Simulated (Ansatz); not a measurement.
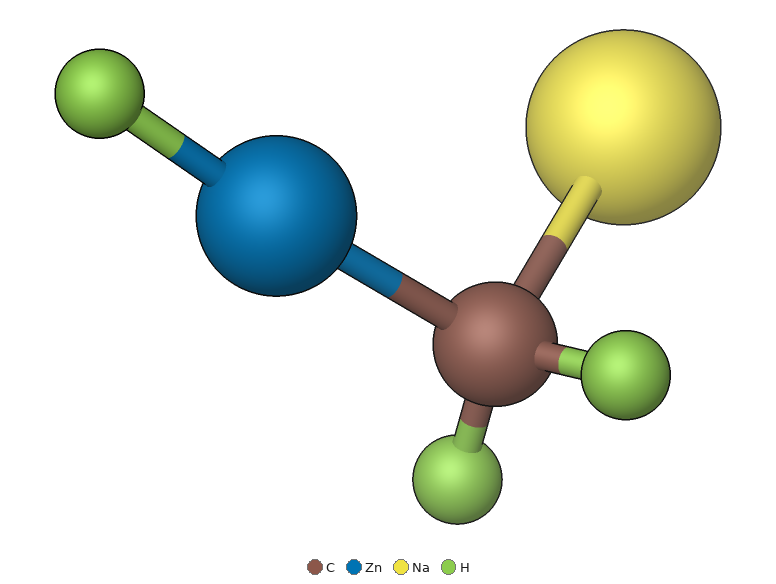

The picture shows the input geometry.

Input file:

```yaml
crystal:
  periodic: [false, false, false]
  atoms:
    - {symbol: C, position_ang: [0.462245, 0.428151, -0.065341]}
    - {symbol: Zn, position_ang: [-1.329694, 0.007521, -0.480004]}
    - {symbol: Na, position_ang: [1.336474, -1.292699, 1.215651]}
    - {symbol: H, position_ang: [-2.787666, -0.457210, -0.748777]}
    - {symbol: H, position_ang: [1.144839, 0.477524, -0.920919]}
    - {symbol: H, position_ang: [0.604743, 1.311078, 0.567525]}
basis:
  gaussian: {orbitals: def2-TZVPP}
hamiltonian: {xc: {name: wB97M-V}}
```

Command:

```sh
ansatz run in.yaml --threads 2 --pin off --events-out ev --progress --plain --max-ram 4352MiB
```

Result:

```
Functional definition: wB97M-V
  name "wB97M-V"
  cite "Mardirossian & Head-Gordon, J. Chem. Phys. 144, 214110 (2016) doi:10.1063/1.4952647"
  cite "Becke, J. Chem. Phys. 107, 8554 (1997) doi:10.1063/1.475007"
  cite "Vydrov & Van Voorhis, J. Chem. Phys. 133, 244103 (2010) doi:10.1063/1.3521275"
  # Of w^i u^j: cxij and so on, Table III.
  parameter omega = 0.3/bohr
  parameter cx = 0.15
  parameter cx01 = 1.007
  parameter cx10 = 0.259
  parameter css00 = 0.443
  parameter css04 = -1.437
  parameter css10 = -4.535
  parameter css20 = -3.390
  parameter css43 = 4.278
  parameter cos00 = 1.000
  parameter cos10 = 1.358
  parameter cos20 = 2.924
  parameter cos21 = -8.812
  parameter cos60 = -1.390
  parameter cos61 = 9.142
  parameter b = 6.0
  parameter c = 0.01
  gx(w, u) = 1 - cx + cx01*u + cx10*w
  gss(w, u) = css00 + css04*u^4 + css10*w + css20*w^2 + css43*w^4*u^3
  gos(w, u) = cos00 + cos10*w + (cos20 + cos21*u)*w^2 + (cos60 + cos61*u)*w^6
  exchange = spin_sum(e_x_unif_sr(omega)*gx(b97_w, b97_u_x)) + cx*exact_x_sr(omega) + exact_x_lr(omega)
  correlation = spin_sum(e_c_pw_mod_same_spin*gss(b97_w, b97_u_same))
      + integral(e_c_pw_mod_opposite_spin*gos(b97_w_opposite, b97_u_opposite)) + vv10(b, c)
1170 factors; their error is unknown
294 factors; integrals over basis functions are off by at most 2.3e-5 eV
mean field evaluation 1: about -53908.6304 eV, gradient 6.4e1 eV
mean field evaluation 2: about -53897.8974 eV, gradient 8.8e1 eV
mean field evaluation 4: about -53917.1975 eV, gradient 2.6e0 eV
mean field evaluation 8: about -53917.2268 eV, gradient 1.4e-1 eV
mean field evaluation 16: about -53917.2837 eV, gradient 1.4e-4 eV
mean field -53917.28371585 eV, -1981.4236301100 hartree, gradient 4.1e-5 eV, S^2 0.000000; 0 other end points of the search recorded, 0 dependent functions left out
reference -53917.28378613 eV, -1981.4236326927 hartree; 25, 25 occupied and 144, 144 virtual orbitals, 1170 factors
Total energy: -53917.28378613 eV, -1981.4236326927 hartree
```
